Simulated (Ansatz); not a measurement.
## Electronic structure of CH5F3GaN in real space

```yaml
atoms:
  - { symbol: C, position_ang: [-0.0233, -1.1144, 0.8483] }
  - { symbol: N, position_ang: [0.6555, -0.2970, -0.1767] }
  - { symbol: Ga, position_ang: [-0.4489, 1.3295, -0.7178] }
  - { symbol: F, position_ang: [-1.9054, 0.5359, -1.3044] }
  - { symbol: F, position_ang: [0.5888, 2.0791, -1.9208] }
  - { symbol: F, position_ang: [-0.5851, 2.1432, 0.8362] }
  - { symbol: H, position_ang: [0.5746, -1.9817, 1.1312] }
  - { symbol: H, position_ang: [-0.9825, -1.4415, 0.4499] }
  - { symbol: H, position_ang: [-0.2058, -0.4912, 1.7223] }
  - { symbol: H, position_ang: [1.5561, 0.0286, 0.1624] }
  - { symbol: H, position_ang: [0.8410, -0.8475, -1.0101] }
```

Geometry: PBE0-D4/def2-TZVP.

Method: Ansatz, RKS PBE0-D4/def2-TZVPP.

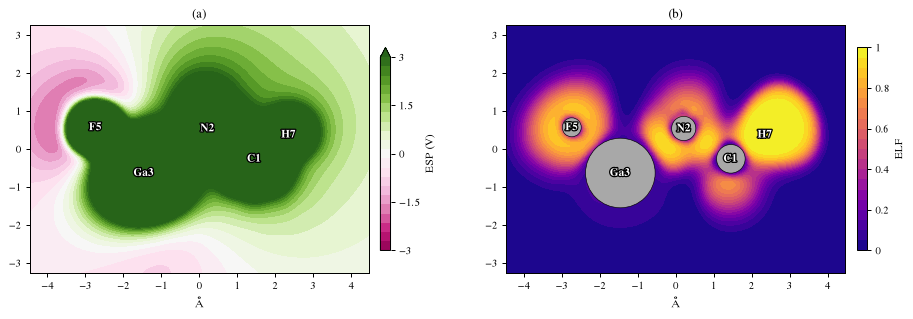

Figure 1. (a) electrostatic potential; (b) electron localisation function on the plane of atoms N2, Ga3 and F5. Grey discs cover the atomic cores in the ELF map.

**Read the bonding off the picture.**

- The section cuts through C, N, Ga, F and H sites.
- C–N (1.48 Å): the ELF peaks at about 0.90 between the atoms (localised, covalent bonding).
- Ga–F (1.76 Å): the ELF peaks at about 0.80 in the valence shell of F, 0.5 Å from its nucleus, and is about 0.15 at the midpoint.
- Ga–N (2.04 Å): the ELF peaks at about 0.95 in the valence shell of N, 0.7 Å from its nucleus, and is about 0.40 at the midpoint.
- C–H (1.09 Å): the ELF climbs to about 1 towards the hydrogen, as it does in any bond to H (an ordinary covalent bond to hydrogen).
- The ELF also peaks beside F5, away from the bonds: lone-pair regions.
- Outside the dense part of the molecule the potential is most negative (−1.8 V) near F5.

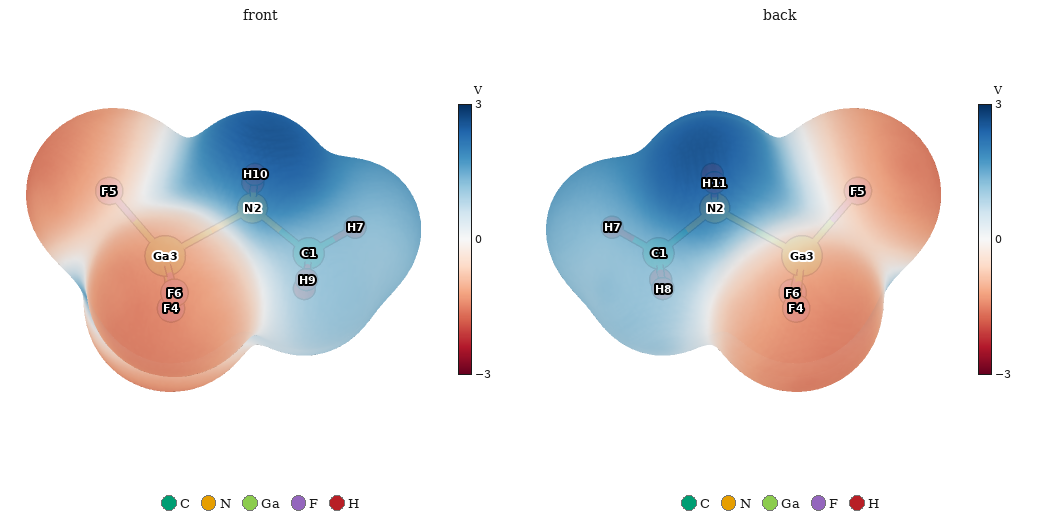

Figure 2. The molecular electrostatic potential painted on the density surface at 0.001 e/bohr³, seen from the front and from behind; the colour scale runs from red (negative) to blue (positive).

**Describe the electrostatic potential map.**

The most negative region (about −1.5 V, or −35 kcal/mol for a unit charge) lies over F4, F5 and F6, the most positive (about +2.5 V, or +58 kcal/mol for a unit charge) over H10 and H11.

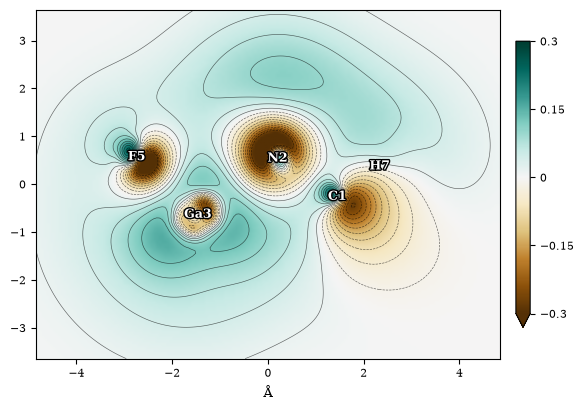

Figure 3. The LUMO on the plane of atoms N2, Ga3 and F5 (values in Å⁻³ᐟ²; the overall sign is arbitrary).

**Describe this orbital and give its energy.**

It lies mainly on Ga3 (about 25 %), H10 (about 15 %), H11 (about 15 %), N2 (about 10 %) and C1 (about 10 %). Its energy is −0.52 eV.
